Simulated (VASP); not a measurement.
Band structure of VSi2 (relaxed from the CrSi2 structure, space group P6_222). Calculation: PBEsol GGA, VASP's PBE PAW potentials (set 64) (plane waves; VASP 6.6.1).

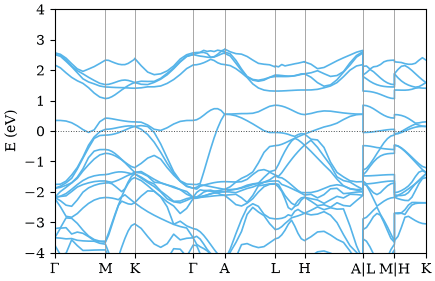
Figure. Bands along high-symmetry lines, zero at the valence-band maximum or, without a gap, the Fermi level

Task: Read the plot: is there a gap, and where are the band edges?

Result: It has no gap at this level: it comes out as a metal or semimetal. (Edges off the drawn lines would not show.)

The structure was generated: VSi2 was put into the CrSi2 type (P6_222), which need not be its known phase. It was relaxed first. The run is not spin-polarised, so no magnetic state was tried. The electron count is odd and the run is not spin-polarised, which forces a metal.
